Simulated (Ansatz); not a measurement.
# CH4AlClS: vertical spin-state energies, by script

Which spin state of CH4AlClS lies lowest at this geometry? Wanted for CH4AlClS: vertical spin-state energies.

Program: Ansatz 0.2.0 through its Python package. Level of theory: r2SCAN0/6-31G*. These are calculated values, not measurements.

## (1) The system

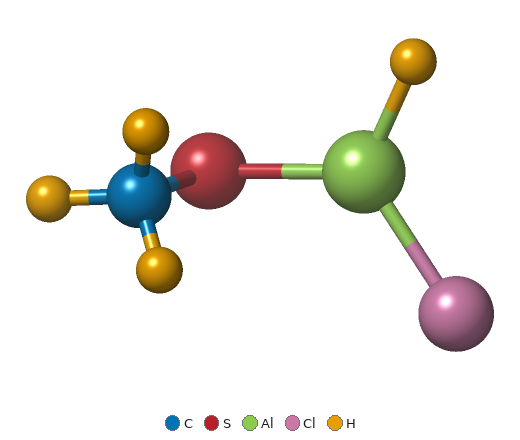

The structure that the script starts from, seen from a chosen angle (carbon blue, sulfur red, aluminium green, chlorine pink, hydrogen amber).

No structure file is read: the coordinates are typed or built in the script.

## (2) The script

Contents of ch4alcls.py:

```python
'''Gap between spin states of CH4AlClS at one geometry.'''

import ansatz as az

config = {
    'basis_set': '6-31G*',
    'functional': 'R2SCAN0',
}


def main() -> None:
    ch4alcls = (
        az.Crystal.molecule()
        .atom('C', [-0.9991, 0.6894, -0.5131])
        .atom('S', [-0.0926, -0.5828, -1.3392])
        .atom('Al', [1.3028, -0.8847, 0.3956])
        .atom('Cl', [0.8872, -2.2948, 2.0176])
        .atom('H', [-0.3895, 1.5915, -0.3081])
        .atom('H', [-1.8507, 1.0881, -1.2128])
        .atom('H', [-1.4863, 0.3511, 0.4102])
        .atom('H', [2.7203, -0.015, 0.494])
    )

    calc = ch4alcls.calculation()
    calc = calc.basis(gaussian=config['basis_set'])
    calc = calc.functional(config['functional'])
    found = {}
    for unpaired in [0, 2, 4]:
        rep = calc.spin('collinear', total=unpaired).run(threads=1).report
        s = unpaired / 2
        found[unpaired] = rep['free_energy_ev']
        print(f'2S+1 = {unpaired + 1}: E = {found[unpaired]:.5f} eV, <S^2> = {abs(rep["mean_field"]["state"]["spin_squared"]):.3f} (pure state {s * (s + 1):.2f})')
    lowest = min(found, key=found.get)
    for unpaired, e in found.items():
        print(f'multiplicity {unpaired + 1}: {96.485332 * (e - found[lowest]):.1f} kJ/mol above the lowest')


if __name__ == '__main__':
    main()
```

## (3) What the engine is handed

The engine receives this input (first run):

```yaml
crystal:
  periodic: [false, false, false]
  atoms:
    - { symbol: C, position_ang: [-0.9991, 0.6894, -0.5131] }
    - { symbol: S, position_ang: [-0.0926, -0.5828, -1.3392] }
    - { symbol: Al, position_ang: [1.3028, -0.8847, 0.3956] }
    - { symbol: Cl, position_ang: [0.8872, -2.2948, 2.0176] }
    - { symbol: H, position_ang: [-0.3895, 1.5915, -0.3081] }
    - { symbol: H, position_ang: [-1.8507, 1.0881, -1.2128] }
    - { symbol: H, position_ang: [-1.4863, 0.3511, 0.4102] }
    - { symbol: H, position_ang: [2.7203, -0.015, 0.494] }
basis:
  gaussian:
    orbitals: "6-31G*"
hamiltonian:
  xc: r2scan0
magnetization:
  spin_polarized: true
  initial_magnetization: 0.0
```

## (4) The run

Started as:

```bash
$ python ch4alcls.py
```

The program printed:

```text
2S+1 = 1: E = -31054.78160 eV, <S^2> = 0.000 (pure state 0.00)
2S+1 = 3: E = -31050.92680 eV, <S^2> = 2.013 (pure state 2.00)
2S+1 = 5: E = -31045.67330 eV, <S^2> = 6.016 (pure state 6.00)
multiplicity 1: 0.0 kJ/mol above the lowest
multiplicity 3: 371.9 kJ/mol above the lowest
multiplicity 5: 878.8 kJ/mol above the lowest
```

Run time: 39 s. Hardware: 1 thread of Arm Neoverse V2, shared host; peak memory 0.33 GiB.

## (5) Inputs of later runs

The engine's inputs for the other runs:

Run 2, against run 1:

```diff
@@ -19 +19 @@
-  initial_magnetization: 0.0
+  initial_magnetization: 2.0
```

Run 3, against run 1:

```diff
@@ -19 +19 @@
-  initial_magnetization: 0.0
+  initial_magnetization: 4.0
```

## (6) The runs side by side

The 3 runs, in the order started:

```csv
run,2S+1,energy from run 1 (eV),<S²>,SCF cycles,CPU time (s)
1,1,0.0000,0.00,16,8.1
2,3,3.8548,2.01,40,14
3,5,9.1083,6.02,46,16
```

## (7) What came out

| quantity | value |
| --- | --- |
| runs compared | 3 |
| lowest | run 1 (2S+1 = 1) |
| next above it by | 3.855 eV |

**Reading.** In order: multiplicity 1 (+0.00 eV), multiplicity 3 (+3.85 eV) and multiplicity 5 (+9.11 eV), all at the one geometry. The geometry is a force-field or estimated start, not a minimum of this method, and the basis set is short of its limit. All parts are taken at fixed geometry, without zero-point energy.
